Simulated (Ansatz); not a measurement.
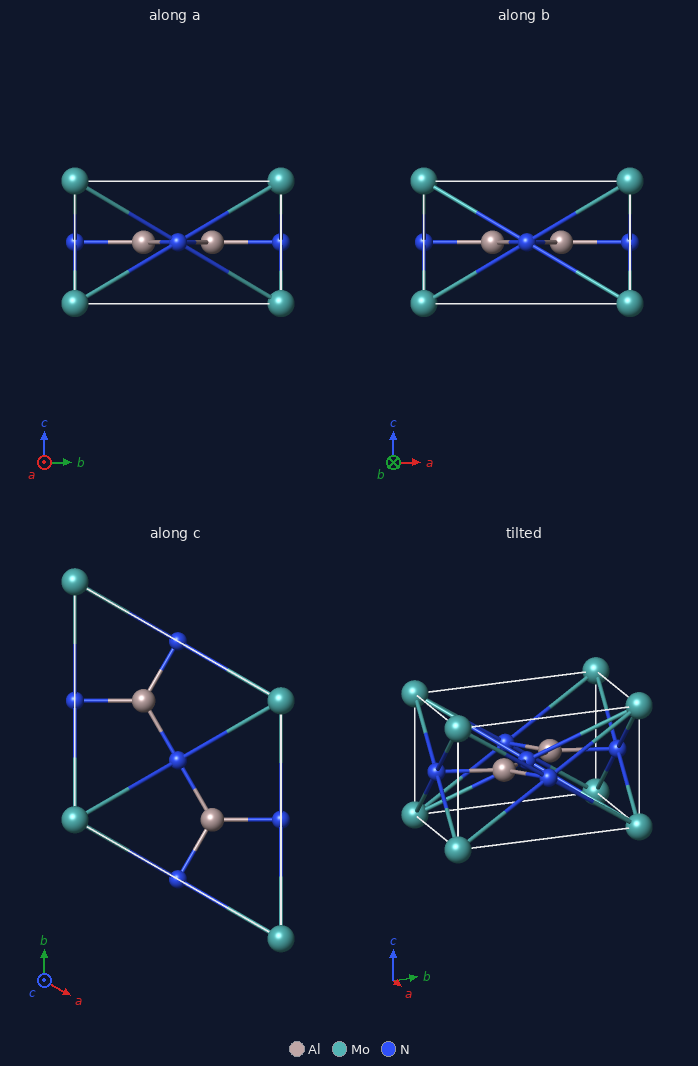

The crystal in a ball-and-stick representation, seen along the a axis, along the b axis, along the c axis and slightly off an axis. The conventional unit cell is drawn as a box.

Lattice parameters: a = 6.036 Å, b = 6.036 Å, c = 3.107 Å, α = 90.00°, β = 90.00°, γ = 120.00°. Put a along x and b in the xy plane.

Write down what is shown as a POSCAR file.

Answer.
```
Al Mo N
1.0
     6.036    0.000    0.000
    -3.018    5.228    0.000
     0.000    0.000    3.107
Al Mo N
2 1 3
Direct
  0.3333 0.6667 0.5000
  0.6667 0.3333 0.5000
  0.0000 0.0000 0.0000
  0.5000 0.0000 0.5000
  0.0000 0.5000 0.5000
  0.5000 0.5000 0.5000
```

The initial geometry was a random cell made by a generator, so it need not be a real form of the compound. Atoms and cell were optimised with DFT PBE, scalar-relativistic, plane waves, PAW (Ansatz).
